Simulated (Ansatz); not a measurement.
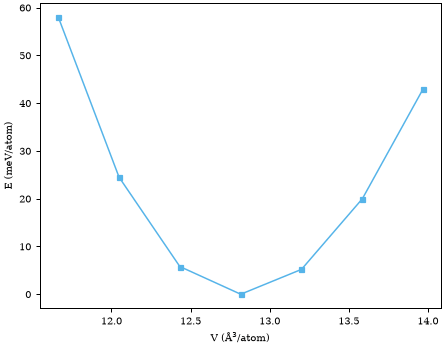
Fig. 1. ScC (rock salt, Fm-3m) under volume change, PBE in the plane-wave PAW code Ansatz, scaled uniformly.

**Question.** What does a third-order Birch–Murnaghan fit give for V₀, B₀ and B′?

**Answer.** V₀ = 12.82 Å³/atom, B₀ = 153 GPa, B′ = 4.0.

The first step of the workflow began from a Materials Project structure, measured or hypothetical; the Crystallography Open Database copy checked does not list it. Its standing as an ambient phase is unchecked. The PBE relaxation kept the symmetry of its start; whether a distortion lowers the energy is not shown. The run is not spin-polarised.

Potentials: the later of the program's two PAW sets.
